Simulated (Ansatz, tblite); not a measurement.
# C32H24F6S6: spin states and exact exchange

Aim: set other spin states of C32H24F6S6 against its singlet, on many levels of theory.

Computed with Ansatz 0.2.0, Gaussian basis. Level: as each input shows.

The runs, in order: triplet, at the geometry of the singlet (GFN1-xTB, GFN2-xTB, PBE0-D4/def2-SVP, PBE-D4/def2-SVP); the singlet's energies come from earlier runs.

1 further run of the same task is left out (set aside as unsound or not needed).

### Step 1. The geometry

The geometry is that of the singlet, from an earlier relaxation (PBE-D4/def2-SVP).

SMILES `Cc1cc(-c2sc(-c3sc(C(F)(F)F)cc3C)cc2C)sc1-c1cc(C)c(-c2cc(C)c(-c3cc(C)c(C(F)(F)F)s3)s2)s1`, 68 atoms, charge 0, spin multiplicity 1.

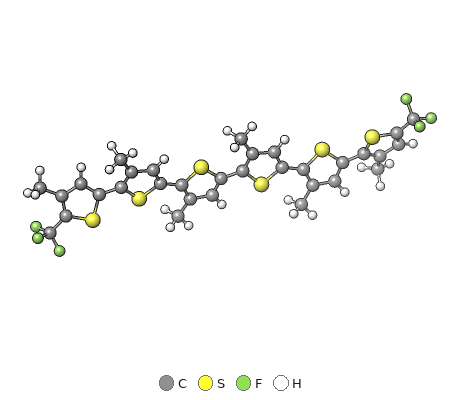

The geometry (carbon grey, sulfur yellow, fluorine green, hydrogen white).

### Step 2. Triplet at the fixed geometry, GFN1-xTB

Tight binding, by tblite at 300 K electronic temperature and without a spin-polarisation term:

```python
tblite.interface.Calculator('GFN1-xTB', numbers, positions, charge=0, uhf=2).singlepoint()
```

Energy -3636.2391 eV; 0.54 s.

### Step 3. Triplet at the fixed geometry, GFN2-xTB

Tight binding, by tblite at 300 K electronic temperature and without a spin-polarisation term:

```python
tblite.interface.Calculator('GFN2-xTB', numbers, positions, charge=0, uhf=2).singlepoint()
```

Energy -3499.9388 eV; 0.47 s.

### Step 4. Triplet at the fixed geometry, PBE0-D4/def2-SVP

Contents of in.yaml:

```yaml
crystal:
  periodic: [false, false, false]
  atoms:
    - {symbol: C, position_ang: [-0.977476, -0.287286, 2.827210]}
    - {symbol: C, position_ang: [-1.729123, -0.178198, 1.531831]}
    - {symbol: C, position_ang: [-3.143205, -0.208338, 1.450506]}
    - {symbol: C, position_ang: [-3.664966, -0.089425, 0.159493]}
    - {symbol: C, position_ang: [-5.049318, -0.101936, -0.237350]}
    - {symbol: S, position_ang: [-6.264850, -0.451841, 0.978960]}
    - {symbol: C, position_ang: [-7.575196, -0.265528, -0.166343]}
    - {symbol: C, position_ang: [-8.946831, -0.419029, 0.263882]}
    - {symbol: S, position_ang: [-9.360076, -0.108974, 1.938875]}
    - {symbol: C, position_ang: [-11.021619, -0.517902, 1.654730]}
    - {symbol: C, position_ang: [-12.028509, -0.477608, 2.760239]}
    - {symbol: F, position_ang: [-13.244806, -0.863199, 2.311363]}
    - {symbol: F, position_ang: [-11.688462, -1.295701, 3.787844]}
    - {symbol: F, position_ang: [-12.160250, 0.766289, 3.286546]}
    - {symbol: C, position_ang: [-11.244108, -0.856204, 0.332901]}
    - {symbol: C, position_ang: [-10.072921, -0.808161, -0.478587]}
    - {symbol: C, position_ang: [-10.058640, -1.166924, -1.936515]}
    - {symbol: C, position_ang: [-7.064773, 0.024968, -1.430912]}
    - {symbol: C, position_ang: [-5.647800, 0.118715, -1.491227]}
    - {symbol: C, position_ang: [-4.900680, 0.435008, -2.755079]}
    - {symbol: S, position_ang: [-2.350702, 0.068767, -0.991225]}
    - {symbol: C, position_ang: [-1.131277, -0.032013, 0.265221]}
    - {symbol: C, position_ang: [0.253658, 0.043824, -0.119188]}
    - {symbol: C, position_ang: [0.779949, 0.127737, -1.411787]}
    - {symbol: C, position_ang: [2.193227, 0.198034, -1.481493]}
    - {symbol: C, position_ang: [2.949199, 0.288303, -2.775792]}
    - {symbol: C, position_ang: [2.786088, 0.171523, -0.205079]}
    - {symbol: C, position_ang: [4.168883, 0.231013, 0.192225]}
    - {symbol: C, position_ang: [4.686083, 0.293656, 1.489945]}
    - {symbol: C, position_ang: [6.101576, 0.341102, 1.570295]}
    - {symbol: C, position_ang: [6.851987, 0.446344, 2.866902]}
    - {symbol: C, position_ang: [6.697983, 0.312950, 0.299217]}
    - {symbol: C, position_ang: [8.096355, 0.375035, -0.061016]}
    - {symbol: C, position_ang: [9.224472, 0.002802, 0.673757]}
    - {symbol: C, position_ang: [10.458100, 0.197664, -0.011345]}
    - {symbol: C, position_ang: [11.809378, -0.116481, 0.568145]}
    - {symbol: C, position_ang: [10.250743, 0.724934, -1.282636]}
    - {symbol: C, position_ang: [11.291697, 1.038549, -2.307700]}
    - {symbol: F, position_ang: [10.747903, 1.621711, -3.402832]}
    - {symbol: F, position_ang: [11.949677, -0.076257, -2.728087]}
    - {symbol: F, position_ang: [12.242358, 1.878645, -1.822474]}
    - {symbol: S, position_ang: [8.570982, 0.996585, -1.627673]}
    - {symbol: S, position_ang: [5.488254, 0.212639, -0.963030]}
    - {symbol: S, position_ang: [1.563872, 0.047381, 1.047280]}
    - {symbol: H, position_ang: [-0.267861, -1.141423, 2.821563]}
    - {symbol: H, position_ang: [-1.675006, -0.431545, 3.674251]}
    - {symbol: H, position_ang: [-0.378435, 0.624876, 3.034097]}
    - {symbol: H, position_ang: [-3.786074, -0.312894, 2.336561]}
    - {symbol: H, position_ang: [-12.234378, -1.149122, -0.040912]}
    - {symbol: H, position_ang: [-10.082403, -0.264891, -2.585440]}
    - {symbol: H, position_ang: [-10.941944, -1.780491, -2.198948]}
    - {symbol: H, position_ang: [-9.146938, -1.737503, -2.205386]}
    - {symbol: H, position_ang: [-7.704268, 0.212525, -2.302248]}
    - {symbol: H, position_ang: [-4.252418, -0.408884, -3.074130]}
    - {symbol: H, position_ang: [-4.238814, 1.318301, -2.634941]}
    - {symbol: H, position_ang: [-5.604087, 0.648179, -3.582582]}
    - {symbol: H, position_ang: [0.141540, 0.135440, -2.307039]}
    - {symbol: H, position_ang: [2.252564, 0.352259, -3.633320]}
    - {symbol: H, position_ang: [3.610108, 1.179931, -2.806886]}
    - {symbol: H, position_ang: [3.600244, -0.597280, -2.935937]}
    - {symbol: H, position_ang: [4.038732, 0.324437, 2.378350]}
    - {symbol: H, position_ang: [7.707939, 1.146146, 2.786446]}
    - {symbol: H, position_ang: [7.262581, -0.535646, 3.186037]}
    - {symbol: H, position_ang: [6.187781, 0.802283, 3.677857]}
    - {symbol: H, position_ang: [9.165104, -0.445357, 1.673107]}
    - {symbol: H, position_ang: [12.479935, -0.568562, -0.187613]}
    - {symbol: H, position_ang: [12.307532, 0.804008, 0.937457]}
    - {symbol: H, position_ang: [11.721769, -0.817983, 1.419659]}
basis:
  gaussian: {orbitals: def2-SVP, fitting: {mean_field: def2-universal-jkfit}}
magnetization: {spin_polarized: true, initial_magnetization: 2}
hamiltonian: {xc: pbe0, dispersion: d4}
scf: {omitted_lower_state_checks: [starts]}
output: {orbitals: {seedname: orbitals}}
```

Started as:

```sh
$ ansatz run in.yaml --threads 4 --pin off --events-out ev --progress --plain --max-ram 66560MiB --backend cuda --devices 0, --max-vram 37GiB
```

Log:

```text
Functional definition: PBE0
  name "PBE0"
  cite "Adamo & Barone, J. Chem. Phys. 110, 6158 (1999) doi:10.1063/1.478522"
  cite "Perdew, Burke & Ernzerhof, Phys. Rev. Lett. 77, 3865 (1996) doi:10.1103/PhysRevLett.77.3865"
  parent pbe
  parameter a = 0.25
  parameter kappa = 0.804
  parameter beta = 0.06672455060314922
  exchange = (1 - a)*pbe_x(kappa = kappa, mu = beta*pi^2/3) + a*exact_x
  correlation = pbe_c(beta = beta)
these checks for a lower state are left out or cut short: starts
4062 factors; integrals over basis functions are off by at most 2.4e-1 eV
mean field evaluation 1: about -114705.8486 eV, gradient 9.7e1 eV
mean field evaluation 2: about -114633.6841 eV, gradient 1.5e2 eV
mean field evaluation 4: about -114748.4412 eV, gradient 2.5e1 eV
mean field evaluation 8: about -114754.1317 eV, gradient 1.1e0 eV
mean field evaluation 16: about -114754.1512 eV, gradient 5.0e-2 eV
mean field evaluation 32: about -114754.1512 eV, gradient 2.9e-4 eV
mean field -114754.15123923 eV, -4217.1372748844 hartree, gradient 9.6e-6 eV, S^2 2.043099; 0 other end points of the search recorded, 0 dependent functions left out
reference -114754.15131656 eV, -4217.1372777261 hartree; 184, 182 occupied and 576, 578 virtual orbitals, 4062 factors
Total energy: -114756.89581619 eV, -4217.2381362272 hartree
Checks for a lower state left out: starts
```

It took 21 s on 1 × H100 (card shared with other runs) with 4 threads of AMD EPYC 7R13, shared host; peak host memory 1.6 GiB.

From the report: HOMO -3.61 eV, LUMO -4.08 eV (over both spins; with the spin held, an empty level of the minority spin lies below the top filled one); ⟨S²⟩ 2.043 (pure: 2.00).

### Step 5. Triplet at the fixed geometry, PBE-D4/def2-SVP

start.molden holds the orbitals of an earlier run on this state, given as this run's starting guess.

Changes to in.yaml since step 4:

```diff
@@ -72,5 +72,5 @@
 basis:
-  gaussian: {orbitals: def2-SVP, fitting: {mean_field: def2-universal-jkfit}}
+  gaussian: {orbitals: def2-SVP, fitting: {mean_field: def2-universal-jkfit}, initial_orbitals: start.molden}
 magnetization: {spin_polarized: true, initial_magnetization: 2}
-hamiltonian: {xc: pbe0, dispersion: d4}
+hamiltonian: {xc: pbe, dispersion: d4}
 scf: {omitted_lower_state_checks: [starts]}
```

Same command.

Log:

```text
Functional definition: PBE
  name "PBE"
  cite "Perdew, Burke & Ernzerhof, Phys. Rev. Lett. 77, 3865 (1996) doi:10.1103/PhysRevLett.77.3865"
  parent pbe
  parameter kappa = 0.804
  parameter beta = 0.06672455060314922
  exchange = pbe_x(kappa = kappa, mu = beta*pi^2/3)
  correlation = pbe_c(beta = beta)
these checks for a lower state are left out or cut short: starts
4062 factors; integrals over basis functions are off by at most 2.4e-1 eV
mean field evaluation 1: about -114745.8409 eV, gradient 1.3e1 eV
mean field evaluation 2: about -114746.5270 eV, gradient 7.9e-1 eV
mean field evaluation 4: about -114746.5332 eV, gradient 1.8e-1 eV
mean field evaluation 8: about -114746.5338 eV, gradient 1.4e-5 eV
mean field -114746.53379725 eV, -4216.8573390550 hartree, gradient 1.4e-5 eV, S^2 2.005226; 0 other end points of the search recorded, 0 dependent functions left out
reference -114746.53389613 eV, -4216.8573426885 hartree; 184, 182 occupied and 576, 578 virtual orbitals, 4062 factors
Total energy: -114749.69734134 eV, -4216.9735971560 hartree
Checks for a lower state left out: starts
```

Wall time 13 s (1 × H100 (card shared with other runs) with 4 threads of AMD EPYC 7R13, shared host); peak host memory 1.4 GiB.

From the report: HOMO -3.07 eV, LUMO -4.41 eV (over both spins; with the spin held, an empty level of the minority spin lies below the top filled one); ⟨S²⟩ 2.005 (pure: 2.00).

### Step 6. Triplet less singlet, vertical

The singlet's energies are those of its earlier runs, whose logs aren't repeated here.

```csv
level,"triplet less singlet, vertical (eV)",time
GFN1-xTB,+1.480,0.92 s
GFN2-xTB,+1.452,0.85 s
PBE-D4/def2-SVP,+1.455,25 s
PBE0-D4/def2-SVP,+1.671,34 s
```

Times add the two runs; a level without a time comes out of a correlated run. Tight binding without a spin term can't rank spin states.

### Step 7. Summary of results

| quantity | value |
| --- | --- |
| triplet less singlet, vertical, functionals in def2-SVP | +1.455 (PBE-D4) to +1.671 eV (PBE0-D4) |

All functionals put the triplet above the singlet, over a spread of 0.217 eV. The checks for a lower triplet were left out, so another state of that spin may lie lower. These are electronic energies, without zero-point motion, entropy or surroundings.
